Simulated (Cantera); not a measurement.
A closed system holds: 1 mol SiH4, 5 mol CO2, 2.4 mol N2, equilibrated at 34.0 Pa.

Cantera equilibrium calculation (NASA polynomials, part measured and part estimated; ideal gas, pure solids and liquids). Candidate condensed phases: C, C6H6, C7H8, C8H18, H2O, Si, SiC, SiO2, Si2N2O, Si3N4; 151 gas species. The tables hold silica as quartz up to 1696 K and as liquid above; real silica turns to tridymite and cristobalite and melts near 1996 K. Equilibrium is a limit: real reactors are often held back by kinetics, nucleation or transport.

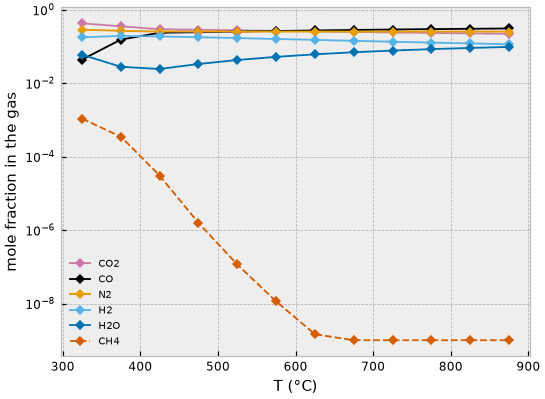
Fig. 1. Equilibrium gas composition (values under 1e-9 drawn at 1e-9)

**Question.** Read off the mole fractions at 525 °C.

**Answer.** CO2 about 0.28, CO about 0.26, N2 about 0.26, H2 about 0.17, H2O about 0.043, CH4 about 1.2e-7.
